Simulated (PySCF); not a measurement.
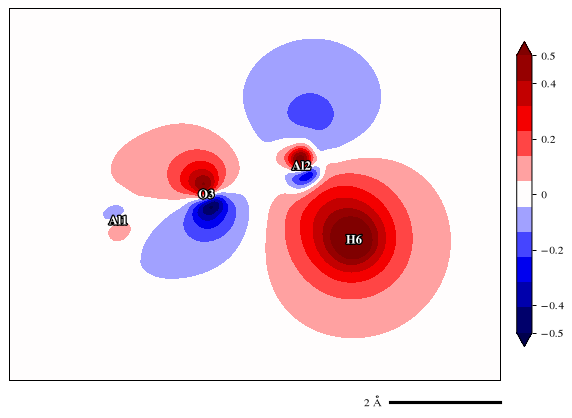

*Al2H3O (SMILES [Al][O][AlH3-]) (charge −1). The HOMO on the plane of atoms O3, Al2 and H6 (values in Å⁻³ᐟ²; the overall sign is arbitrary).*

Geometry: PBE0-D3(BJ)/def2-SVPD.

The calculation used Gaussian-basis quantum chemistry of an isolated molecule with PySCF, energy and nuclear gradient, functional PBE0 in PySCF.

Input

```
import pyscf.grad
from pyscf import gto, dft

mol = gto.Mole()
mol.atom = 'geometry.xyz'
mol.spin = 0
mol.charge = -1
mol.verbose = 3
mol.basis = 'def2-tzvpd'
mol.max_memory = 3720
mol.build()

myscf = dft.RKS(mol, xc='pbe0')
myscf = myscf.density_fit(auxbasis='def2-universal-jkfit')
myscf.conv_tol = 1e-09
myscf.grids.level = 3
myscf.max_cycle = 100
myscf.kernel()
if not myscf.converged:
    myscf = myscf.newton().run(myscf.mo_coeff, myscf.mo_occ)

energy = myscf.e_tot
print('E(%s) = %.9f' % ('PBE0', energy))
grad = myscf.Gradients().kernel()
myscf.analyze()
```

Run with:

```sh
OMP_NUM_THREADS=2 python input.py
```

### Describe this orbital and give its energy.

By Hirshfeld shares it lies mainly on H6 (about 40 %), Al2 (about 30 %), H5 (about 20 %) and O3 (about 5 %). It is one of a degenerate set, so its orientation is arbitrary. Its energy is −2.39 eV.
